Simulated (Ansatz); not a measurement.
CH$_{6}$OSi···NH$_{3}$

The calculation's input:

```
crystal:
  periodic: [false, false, false]
  atoms:
    - { symbol: Si, position_ang: [0.768399, 0.818091, -0.485306] }
    - { symbol: "N", position_ang: [-1.946176, -0.356196, 0.561402] }
    - { symbol: H, position_ang: [2.038648, 1.491839, -0.9022] }
    - { symbol: H, position_ang: [-0.299001, 1.150261, -1.496905] }
    - { symbol: O, position_ang: [0.435464, 1.48169, 1.030942] }
    - { symbol: H, position_ang: [-1.026482, -0.799895, 0.564173] }
    - { symbol: C, position_ang: [1.083084, -1.037096, -0.500144] }
    - { symbol: H, position_ang: [-1.965266, 0.440033, -0.078659] }
    - { symbol: H, position_ang: [-2.209282, -0.060455, 1.508349] }
    - { symbol: H, position_ang: [-0.430463, 1.172029, 1.365879] }
    - { symbol: H, position_ang: [1.664894, -1.345748, 0.391372] }
    - { symbol: H, position_ang: [1.703898, -1.279187, -1.389411] }
    - { symbol: H, position_ang: [0.182084, -1.675267, -0.569592] }
basis:
  gaussian: { orbitals: def2-SVP }
hamiltonian:
  xc: blyp
relax:
  f_tol: 0.03
  max_steps: 50
output:
  orbitals: {}
```

Run with:

```sh
ansatz run input.yaml --threads 2 --pin off --max-ram 3072MiB --backend cpu --events-out ev --progress --plain --runs-dir out
```

The fields are those of the run's last geometry, not of the input's.

Method: RKS BLYP/def2-SVP (Ansatz).

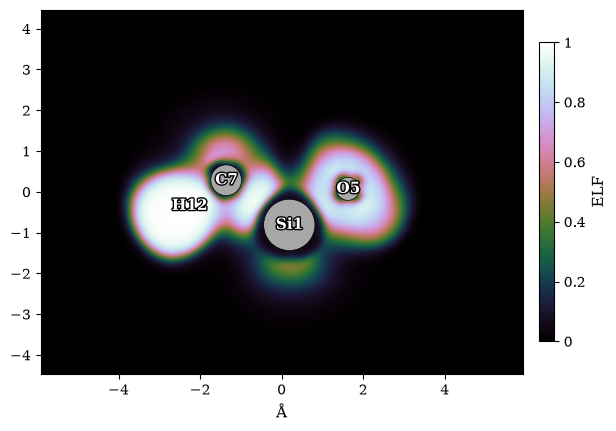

Figure 1. Electron localisation function on the plane of atoms O5, Si1 and C7. Grey discs cover the atomic cores.

**Read the bonding off the picture.**

The plane passes through Si, O, C and H nuclei.
Si–O (1.69 Å): the ELF peaks at about 0.90 between the atoms (a shared but strongly polarised pair).
C–Si (1.90 Å): the ELF peaks at about 0.95 between the atoms (a covalent bond).
C–H (1.11 Å): the ELF climbs to about 1 towards the hydrogen, as it does in any bond to H (a covalent bond by its length).
The ELF also peaks beside O5, away from the bonds: lone-pair regions.

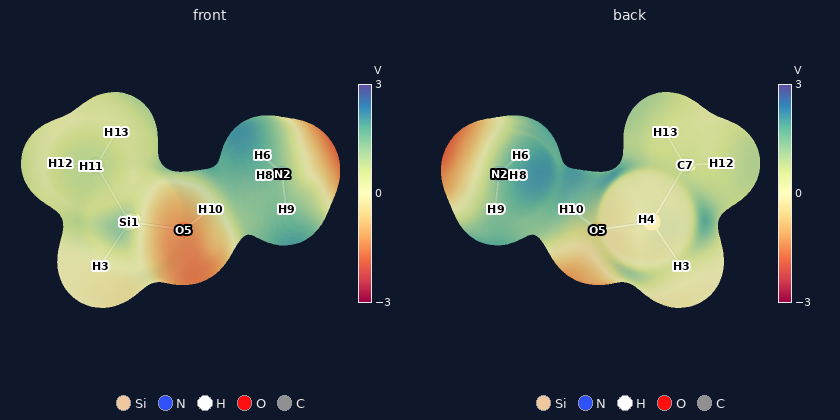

Figure 2. The electrostatic potential painted on the density surface at 0.004 e/bohr³, seen from the front and from behind; the colour scale runs from red (negative) to blue (positive).

**Describe the electrostatic potential map.**

The most negative region (about −1.8 V, or −42 kcal/mol for a unit charge) lies over N2, the most positive (about +2.2 V, or +51 kcal/mol for a unit charge) over Si1, H6 and H8. N2 is the likeliest acceptor of a hydrogen bond.

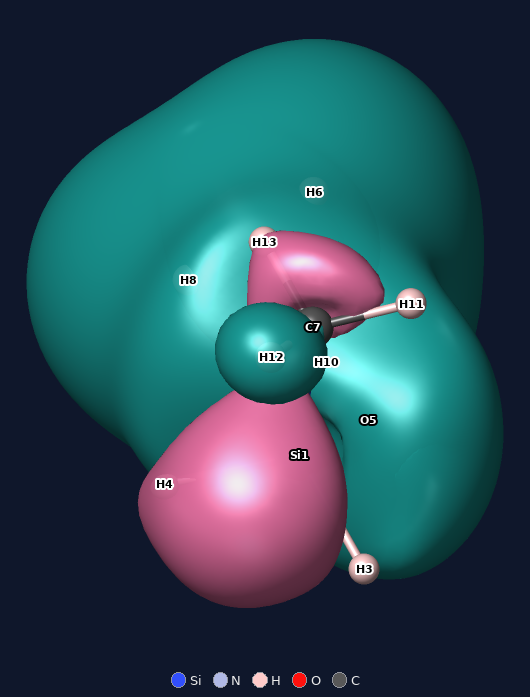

Figure 3. One frontier orbital at ±0.06 Å⁻³ᐟ² (teal and pink are the two phases), seen at an oblique angle.

**Which orbital is it: HOMO or LUMO?**

The LUMO, at −0.23 eV. It lies mainly on Si1 (about 20 %), N2 (about 15 %), H8 (about 15 %), H6 (about 10 %), H10 (about 10 %) and O5 (about 10 %).
